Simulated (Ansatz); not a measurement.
**ClFGaH3O: two geometries relaxed**

Are the two ends of the reaction (ligand exchange) separate minima, and which lies lower? Each is relaxed from a guess. Meant to form: Ga1–F6, H7–O2; to break: Ga1–O2, H7–F6. The start is a guess near the saddle point, from which both ends are pulled out.

Program: Ansatz 0.2.0. Level of theory: RKS revPBE-D4/def2-SVP. These are calculated values, not measurements.

**1. The system as given**

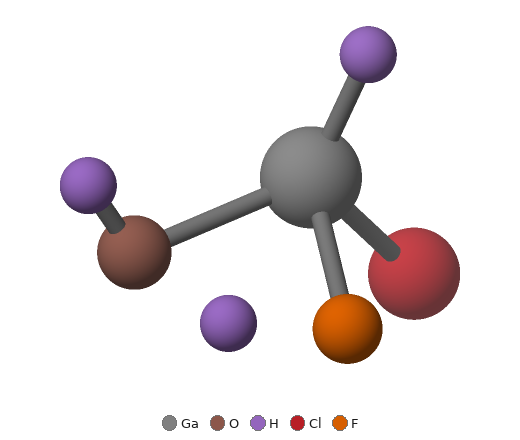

Start, viewed from a chosen angle; gallium grey, oxygen brown, hydrogen purple, chlorine red, fluorine orange.

Coordinates:

```xyz
7

Ga    0.0000    0.0000    0.0000
O     0.0000    0.0000    2.1400
H    -0.9095   -0.2814    2.4771
Cl    1.9398    0.0000   -1.1200
H    -1.3596    0.0000   -0.7850
F     0.4265    1.8494    0.6306
H     0.2831    1.2277    1.7126
```

**2. A restrained relaxation towards end A**

Springs on the bonds that form and break draw the guess towards this end; the thresholds are loose.

File input.yaml:

```yaml
crystal:
  periodic: [false, false, false]
  atoms:
    - { symbol: Ga, position_ang: [0.0, 0.0, 0.0] }
    - { symbol: O, position_ang: [0.0, 0.0, 2.14] }
    - { symbol: H, position_ang: [-0.9095, -0.2814, 2.4771] }
    - { symbol: Cl, position_ang: [1.9398, 0.0, -1.12] }
    - { symbol: H, position_ang: [-1.3596, 0.0, -0.785] }
    - { symbol: F, position_ang: [0.4265, 1.8494, 0.6306] }
    - { symbol: H, position_ang: [0.2831, 1.2277, 1.7126] }
basis:
  gaussian: { orbitals: def2-SVP }
hamiltonian:
  xc: revpbe
  dispersion: d4
relax:
  f_tol: 0.15
  max_steps: 25
  restrain:
    - { distance: [0, 5], at: 2.9, k: 30.0 }
    - { distance: [6, 1], at: 2.21, k: 30.0 }
    - { distance: [0, 1], at: 1.79, k: 30.0 }
    - { distance: [6, 5], at: 0.92, k: 30.0 }
output:
  orbitals: {}
```

Started as:

```console
> ansatz run input.yaml --threads 2 --pin off --max-ram 3072MiB --backend cpu --events-out ev --progress --plain --runs-dir out
```

The log of the run, cut to the lines that bear on the results:

```text
Warning: RAYON_NUM_THREADS=2 ignored (pool sized by the plan → 2); use --threads N
[...]
Functional definition: revPBE
[...]
1015 factors; their error is unknown
[...]
mean field -69693.25524313 eV, -2561.1798904001 hartree, gradient 3.3e-5 eV, S^2 0.000000; 0 other end points of the search recorded, 0 dependent functions left out
[...]
reference -69693.25528964 eV, -2561.1798921091 hartree; 34, 34 occupied and 59, 59 virtual orbitals, 1015 factors
relax step   1: F+E_penalty+E_count = -69693.61737624 eV  Δ(F+E_penalty+E_count) = +0.000e0 eV  max|allowed force component| = 1.511e0 eV/Å  E_restraint = 27.28753591 eV  max|allowed force component, restraints' pulls added| = 2.869e1 eV/Å  Δτ_max = 0.0000 Å  (27 SCF iters, accepted)
[...]
relax step   3: F+E_penalty+E_count = -69693.56874411 eV  Δ(F+E_penalty+E_count) = -9.346e-3 eV  max|allowed force component| = 1.286e0 eV/Å  E_restraint = 2.63300680 eV  max|allowed force component, restraints' pulls added| = 8.297e0 eV/Å  Δτ_max = 0.1947 Å  (34 SCF iters, accepted)
[...]
relax step   5: F+E_penalty+E_count = -69693.82034592 eV  Δ(F+E_penalty+E_count) = -2.016e-1 eV  max|allowed force component| = 6.785e-1 eV/Å  E_restraint = 0.02063970 eV  max|allowed force component, restraints' pulls added| = 5.474e-1 eV/Å  Δτ_max = 0.2000 Å  (31 SCF iters, accepted)
[...]
relax step  10: F+E_penalty+E_count = -69693.89105499 eV  Δ(F+E_penalty+E_count) = -6.225e-3 eV  max|allowed force component| = 5.202e-1 eV/Å  E_restraint = 0.00871671 eV  max|allowed force component, restraints' pulls added| = 2.239e-2 eV/Å  Δτ_max = 0.0345 Å  (24 SCF iters, accepted)
  distance Ga 0 - F 5 = 2.8922 Å
  distance H 6 - O 1 = 2.2020 Å
  distance Ga 0 - O 1 = 1.8053 Å
  distance H 6 - F 5 = 0.9349 Å
1015 factors; their error is unknown
mean field -69693.55635224 eV, -2561.1909559558 hartree, gradient 7.7e-5 eV, S^2 0.000000; 1 other end points of the search recorded, 0 dependent functions left out
[...]
reference -69693.55639872 eV, -2561.1909576639 hartree; 34, 34 occupied and 59, 59 virtual orbitals, 1015 factors
Total energy: -69693.89110146 eV, -2561.2032577627 hartree
Atom 0 at    -0.090547    -0.224933     0.000918 Å, force    -0.014159     0.248900    -0.372704 eV/Å
Atom 1 at     0.071145    -0.324961     1.796186 Å, force     0.065004     0.196813     0.455726 eV/Å
Atom 2 at    -0.799115    -0.378101     2.236380 Å, force     0.021809     0.004715    -0.009057 eV/Å
Atom 3 at     1.839480    -0.417264    -0.950810 Å, force     0.007363    -0.001424    -0.001560 eV/Å
Atom 4 at    -1.440334    -0.139843    -0.781693 Å, force    -0.001149    -0.001293     0.003166 eV/Å
Atom 5 at     0.304845     2.446353     1.036742 Å, force    -0.121922     0.072531    -0.412567 eV/Å
Atom 6 at     0.494827     1.834449     1.717577 Å, force     0.043054    -0.520242     0.336997 eV/Å
Dipole moment:    -0.535893    -0.140149     0.313158 e Å
```

Run time: 19 s. Hardware: 2 threads of Arm Neoverse V1, shared host; peak memory 0.15 GiB.

The steps of the relaxation:

```
step  energy from step 1 (eV)  largest force component (eV/Å)
   1                   0.0000                          1.5113
   2                   0.0580                          2.1501
   3                   0.0486                          1.2857
   4                  -0.0014                          1.2785
   5                  -0.2030                          0.6785
   6                  -0.2328                          0.7031
   7                  -0.2567                          0.4791
   8                  -0.2624                          0.7073
   9                  -0.2675                          0.8085
  10                  -0.2737                          0.5202
```

Step 1 is the start. Energies and forces in the table leave out the springs, which the log lists apart; the run stops on the force with the springs' pull added.

After: Bond lengths: Ga1–O2 1.805 Å, O2–H3 0.977 Å, Ga1–Cl4 2.161 Å, Ga1–H5 1.563 Å, F6–H7 0.935 Å. Angles: Ga1–O2–H3 111.8°, O2–Ga1–Cl4 110.7°, O2–Ga1–H5 125.3°, Cl4–Ga1–H5 123.8°.

Pairs that crossed the distance rule for bonds on the way: came closer F6–H7; moved apart Ga1–F6.

**3. End point A**

It starts where the restrained run ended.

File input.yaml:

```yaml
crystal:
  periodic: [false, false, false]
  atoms:
    - { symbol: Ga, position_ang: [-0.090547, -0.224933, 0.000918] }
    - { symbol: O, position_ang: [0.071145, -0.324961, 1.796186] }
    - { symbol: H, position_ang: [-0.799115, -0.378101, 2.23638] }
    - { symbol: Cl, position_ang: [1.83948, -0.417264, -0.95081] }
    - { symbol: H, position_ang: [-1.440334, -0.139843, -0.781693] }
    - { symbol: F, position_ang: [0.304845, 2.446353, 1.036742] }
    - { symbol: H, position_ang: [0.494827, 1.834449, 1.717577] }
basis:
  gaussian: { orbitals: def2-SVP }
hamiltonian:
  xc: revpbe
  dispersion: d4
relax:
  f_tol: 0.03
  max_steps: 50
```

Started as:

```console
> ansatz run input.yaml --threads 2 --pin off --max-ram 3072MiB --backend cpu --events-out ev --progress --plain --runs-dir out
```

The log of the run, cut to the lines that bear on the results:

```text
Warning: RAYON_NUM_THREADS=2 ignored (pool sized by the plan → 2); use --threads N
[...]
[... 1 set-up line as earlier in the session ...]
[...]
1015 factors; their error is unknown
[...]
mean field -69693.55636911 eV, -2561.1909565756 hartree, gradient 2.6e-5 eV, S^2 0.000000; 0 other end points of the search recorded, 0 dependent functions left out
[...]
reference -69693.55641569 eV, -2561.1909582874 hartree; 34, 34 occupied and 59, 59 virtual orbitals, 1015 factors
relax step   1: F+E_penalty+E_count = -69693.89107187 eV  Δ(F+E_penalty+E_count) = +0.000e0 eV  max|allowed force component| = 5.202e-1 eV/Å  Δτ_max = 0.0000 Å  (27 SCF iters, accepted)
[...]
relax step   6: F+E_penalty+E_count = -69694.24315999 eV  Δ(F+E_penalty+E_count) = -2.786e-2 eV  max|allowed force component| = 5.017e-1 eV/Å  Δτ_max = 0.0975 Å  (28 SCF iters, accepted)
[...]
mean field -69694.40745481 eV, -2561.2222333982 hartree, gradient 7.2e-5 eV, S^2 0.000000; 1 other end points of the search recorded, 0 dependent functions left out
[...]
reference -69694.40750260 eV, -2561.2222351544 hartree; 34, 34 occupied and 59, 59 virtual orbitals, 1015 factors
Total energy: -69694.76798901 eV, -2561.2354827856 hartree
Atom 0 at     0.032131     0.421508    -0.183151 Å, force    -0.002662     0.004449    -0.008292 eV/Å
Atom 1 at     0.116279    -0.011257     1.933520 Å, force    -0.008499    -0.006710     0.014836 eV/Å
Atom 2 at    -0.759731    -0.221349     2.314626 Å, force     0.005286    -0.000283    -0.003315 eV/Å
Atom 3 at     1.891500    -0.413332    -0.936664 Å, force     0.000777    -0.000810     0.000730 eV/Å
Atom 4 at    -1.392978    -0.042273    -0.636700 Å, force     0.003329     0.001016     0.002755 eV/Å
Atom 5 at     0.240239     2.114299     0.435148 Å, force    -0.001558     0.001409    -0.001740 eV/Å
Atom 6 at     0.252862     0.948104     2.128522 Å, force     0.003327     0.000929    -0.004974 eV/Å
Dipole moment:    -0.603093    -0.172070     0.674589 e Å
```

It took 38 s on 2 threads of Arm Neoverse V1, shared host; peak memory 0.15 GiB.

Step by step:

```
step  energy from step 1 (eV)  largest force component (eV/Å)
   1                   0.0000                          0.5202
   2                  -0.1344                          0.6110
   3                  -0.2560                          0.6421
  4x                  -0.2449                          1.8190
   5                  -0.3242                          0.2265
   6                  -0.3521                          0.5017
   7                  -0.3815                          0.3085
   8                  -0.4746                          1.2171
  9x                  -0.4419                          4.7095
  10                  -0.6249                          0.8094
  11                  -0.7441                          0.5527
  12                  -0.8147                          0.7672
 13x                  -0.7867                          1.1139
  14                  -0.8650                          0.1352
  15                  -0.8718                          0.0830
 16x                  -0.8613                          0.4631
  17                  -0.8757                          0.0645
  18                  -0.8759                          0.0769
  19                  -0.8763                          0.0704
  20                  -0.8769                          0.0148
```

Step 1 is the start. 4 steps were tried and not accepted (marked x).

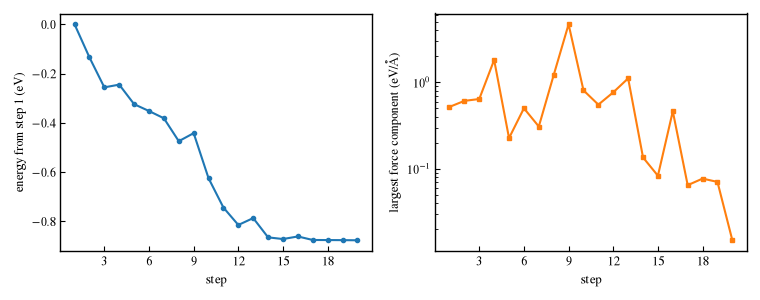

Energy and largest force along the relaxation.

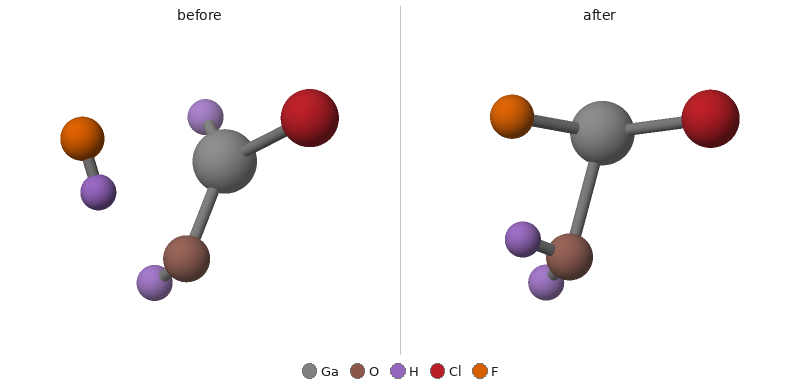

The structure before (left) and after (right), drawn at the same scale.

After: Bond lengths: Ga1–O2 2.162 Å, O2–H3 0.978 Å, Ga1–Cl4 2.173 Å, Ga1–H5 1.566 Å, Ga1–F6 1.814 Å, O2–H7 0.988 Å. Angles: Ga1–O2–H3 112.9°, Ga1–O2–H7 90.2°, H3–O2–H7 104.8°, O2–Ga1–Cl4 103.3°, O2–Ga1–H5 105.1°, O2–Ga1–F6 81.3°, Cl4–Ga1–H5 124.4°, Cl4–Ga1–F6 112.2°, H5–Ga1–F6 118.7°.

Pairs that crossed the distance rule for bonds on the way: came closer Ga1–F6, O2–H7; moved apart F6–H7.

[end of part 1 of 2]
